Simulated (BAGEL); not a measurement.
# CH6BNS (SMILES CNBS) at HF/STO-3G (density fitting with qzvpp-jkfit)

Aim: the energy change on altering one bond length of CH6BNS at HF/STO-3G (density fitting with qzvpp-jkfit), from 2 runs. 

The results are computed with BAGEL 1.2.2.

6 further runs of the same task are left out: 4 that didn't finish, 2 set aside as unsound or not needed.

## Step 1: The structure to begin with

The species is CH6BNS (10 atoms), meant as a singlet with charge 0. SMILES: `CNBS`. Geometry: relaxed at PBE0-D4/def2-TZVP. This is one conformer, not always the lowest.

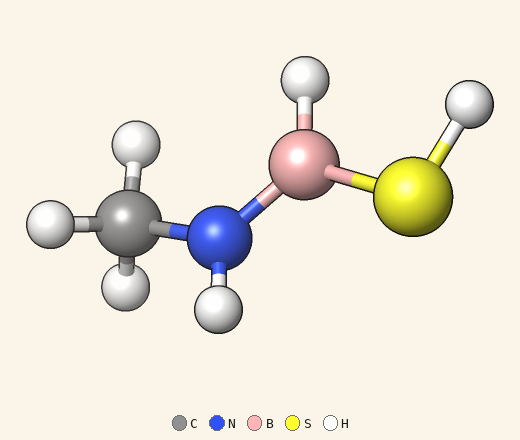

Viewed from a chosen angle; carbon grey, nitrogen blue, boron pink, sulfur yellow, hydrogen white.

## Step 2: A single-point energy at HF/STO-3G (density fitting with qzvpp-jkfit)

hf.json

```json
{ "bagel": [

{
  "title": "molecule",
  "basis": "sto-3g",
  "df_basis": "qzvpp-jkfit",
  "angstrom": true,
  "geometry": [
    { "atom": "C", "xyz": [   -1.419800,    0.603200,   -0.178200 ] },
    { "atom": "N", "xyz": [   -0.346000,   -0.358300,   -0.260500 ] },
    { "atom": "B", "xyz": [    0.946000,   -0.176300,    0.215700 ] },
    { "atom": "S", "xyz": [    2.178200,   -1.501700,    0.025400 ] },
    { "atom": "H", "xyz": [   -1.782500,    0.888900,   -1.170700 ] },
    { "atom": "H", "xyz": [   -2.266900,    0.213800,    0.395100 ] },
    { "atom": "H", "xyz": [   -1.056500,    1.501100,    0.321300 ] },
    { "atom": "H", "xyz": [   -0.601200,   -1.223700,   -0.711100 ] },
    { "atom": "H", "xyz": [    1.244800,    0.850200,    0.748900 ] },
    { "atom": "H", "xyz": [    3.186700,   -0.848400,    0.617000 ] }
  ]
},
{
  "title": "hf"
},
{
  "title": "print",
  "file": "orbitals.molden",
  "orbitals": true
}

]}
```

On the command line:

```
$ BAGEL_NUM_THREADS=1 BAGEL hf.json > hf.out
```

Standard output:

```text
* using 1 threads per process

  ===============================================================
  ===============================================================

  *** Geometry ***

  { "atom" : "C", "xyz" : [     -2.683033,      1.139883,     -0.336749 ] },
  { "atom" : "N", "xyz" : [     -0.653845,     -0.677089,     -0.492274 ] },
  { "atom" : "B", "xyz" : [      1.787681,     -0.333159,      0.407614 ] },
  { "atom" : "S", "xyz" : [      4.116201,     -2.837802,      0.047999 ] },
  { "atom" : "H", "xyz" : [     -3.368437,      1.679778,     -2.212302 ] },
  { "atom" : "H", "xyz" : [     -4.283820,      0.404023,      0.746631 ] },
  { "atom" : "H", "xyz" : [     -1.996496,      2.836668,      0.607169 ] },
  { "atom" : "H", "xyz" : [     -1.136103,     -2.312458,     -1.343784 ] },
  { "atom" : "H", "xyz" : [      2.352331,      1.606645,      1.415216 ] },
  { "atom" : "H", "xyz" : [      6.021990,     -1.603244,      1.165961 ] },

  Number of auxiliary basis functions:      463

  Since a DF basis is specified, we compute 2- and 3-index integrals:
    o Being stored without compression. Storage requirement is 0.003 GB

  Number of basis functions:       30
  Number of electrons      :       40

    * METHOD: MOLECULE                             0.13

  *** RHF ***

  === Nuclear Repulsion ===
   143.3830570875

      * DIIS with orbital gradients will be used.

  === RHF iteration (sto-3g) ===
      0       -512.20859252          0.01124291           0.02
      1       -512.25419138          0.00283524           0.02
      2       -512.25697318          0.00080994           0.02
      3       -512.25723638          0.00015038           0.02
      4       -512.25724613          0.00004888           0.02
      5       -512.25724779          0.00001107           0.02
      6       -512.25724787          0.00000143           0.02
      7       -512.25724787          0.00000028           0.02
      8       -512.25724787          0.00000007           0.02
      9       -512.25724787          0.00000002           0.02
     10       -512.25724787          0.00000001           0.02
    * SCF iteration converged.

    * Permanent dipole moment:
           (    0.488925,    -0.203537,     0.063029) a.u.

    * METHOD: HF                                   0.26

    * METHOD: PRINT                                0.00

  ===============================================================
```

Run time: 0.54 s. Hardware: 1 thread of Arm Neoverse V2, shared host.

## Step 3: The distorted shape at the same level

input.json

```json
{ "bagel" : [

{
  "title" : "molecule",
  "basis" : "sto-3g",
  "df_basis" : "qzvpp-jkfit",
  "angstrom" : true,
  "geometry" : [
    { "atom" : "C", "xyz" : [   -1.365406,    0.560354,   -0.029355 ] },
    { "atom" : "N", "xyz" : [   -0.291606,   -0.401146,   -0.111655 ] },
    { "atom" : "B", "xyz" : [    1.000394,   -0.219146,    0.364545 ] },
    { "atom" : "S", "xyz" : [    2.232594,   -1.544546,    0.174245 ] },
    { "atom" : "H", "xyz" : [   -1.782500,    0.888900,   -1.170700 ] },
    { "atom" : "H", "xyz" : [   -2.212506,    0.170954,    0.543945 ] },
    { "atom" : "H", "xyz" : [   -1.002106,    1.458254,    0.470145 ] },
    { "atom" : "H", "xyz" : [   -0.546806,   -1.266546,   -0.562255 ] },
    { "atom" : "H", "xyz" : [    1.299194,    0.807354,    0.897745 ] },
    { "atom" : "H", "xyz" : [    3.241094,   -0.891246,    0.765845 ] }
  ]
},
{ "title" : "hf" },
{ "title" : "print", "file" : "orbitals.molden", "orbitals" : true }

]}
```

On the command line:

```
$ BAGEL_NUM_THREADS=1 BAGEL input.json > input.out
```

Standard output:

```text
* using 1 threads per process

  ===============================================================
  ===============================================================

  *** Geometry ***

  { "atom" : "C", "xyz" : [     -2.580243,      1.058916,     -0.055473 ] },
  { "atom" : "N", "xyz" : [     -0.551055,     -0.758056,     -0.210997 ] },
  { "atom" : "B", "xyz" : [      1.890471,     -0.414126,      0.688890 ] },
  { "atom" : "S", "xyz" : [      4.218991,     -2.918769,      0.329275 ] },
  { "atom" : "H", "xyz" : [     -3.368437,      1.679778,     -2.212302 ] },
  { "atom" : "H", "xyz" : [     -4.181030,      0.323056,      1.027907 ] },
  { "atom" : "H", "xyz" : [     -1.893706,      2.755701,      0.888445 ] },
  { "atom" : "H", "xyz" : [     -1.033314,     -2.393425,     -1.062508 ] },
  { "atom" : "H", "xyz" : [      2.455121,      1.525678,      1.696492 ] },
  { "atom" : "H", "xyz" : [      6.124780,     -1.684211,      1.447237 ] },

  Number of auxiliary basis functions:      463

  Since a DF basis is specified, we compute 2- and 3-index integrals:
    o Being stored without compression. Storage requirement is 0.003 GB

  Number of basis functions:       30
  Number of electrons      :       40

    * METHOD: MOLECULE                             0.13

  *** RHF ***

  === Nuclear Repulsion ===
   142.7775157253

      * DIIS with orbital gradients will be used.

  === RHF iteration (sto-3g) ===
      0       -512.18898888          0.01146899           0.02
      1       -512.23612728          0.00292169           0.02
      2       -512.23906314          0.00081535           0.02
      3       -512.23933757          0.00014799           0.02
      4       -512.23934682          0.00004945           0.02
      5       -512.23934848          0.00001173           0.02
      6       -512.23934858          0.00000149           0.02
      7       -512.23934858          0.00000027           0.02
      8       -512.23934858          0.00000007           0.02
      9       -512.23934858          0.00000002           0.02
     10       -512.23934858          0.00000000           0.02
    * SCF iteration converged.

    * Permanent dipole moment:
           (    0.464943,    -0.185584,     0.039021) a.u.

    * METHOD: HF                                   0.25

    * METHOD: PRINT                                0.00

  ===============================================================
```

It took 0.54 s on 1 thread of Arm Neoverse V2, shared host.

## Step 4: Outcome

Level: HF/STO-3G (density fitting with qzvpp-jkfit).

| quantity | value |
| --- | --- |
| first shape: total energy | -512.25725 Eh |
| first shape: dipole moment | 1.36 D |
| first shape: HOMO energy | -6.95 eV |
| first shape: LUMO energy | 9.26 eV |
| first shape: HOMO–LUMO gap | 16.21 eV |
| distorted shape: total energy | -512.23935 Eh |
| distorted shape: dipole moment | 1.28 D |
| distorted shape: HOMO energy | -6.96 eV |
| distorted shape: LUMO energy | 9.19 eV |
| distorted shape: HOMO–LUMO gap | 16.15 eV |
| energy change with the C1–H5 bond stretched from 1.095 to 1.259 Å | 0.487 eV |

In words: With the C1–H5 bond stretched from 1.095 to 1.259 Å the energy rises by 0.49 eV (47.0 kJ/mol). The first shape isn't relaxed at this level, so the change isn't measured from a minimum. The minimal basis adds a large error of its own.
